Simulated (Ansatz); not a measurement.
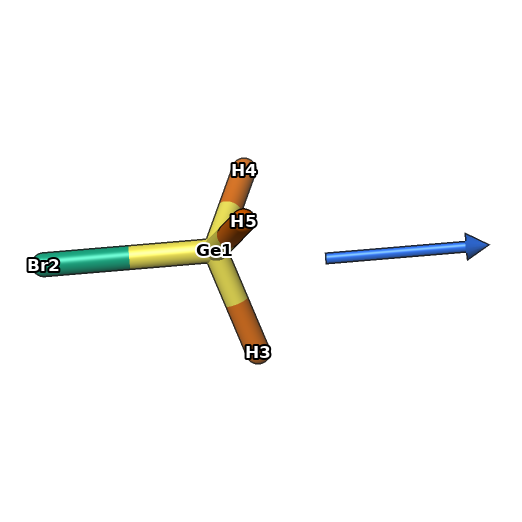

The arrow beside the molecule shows the direction of the dipole moment, from the negative to the positive end (its length means nothing). The computed structure is the end point of a PBE0-D4/def2-TZVP optimisation. Method: RKS PBE0-D4/def2-TZVP (Ansatz 0.2.0).

**How large is the dipole moment?**

1.90 D; it points from the side of Br2 to the side of H3, H4, H5 (the outermost atoms at the two ends).
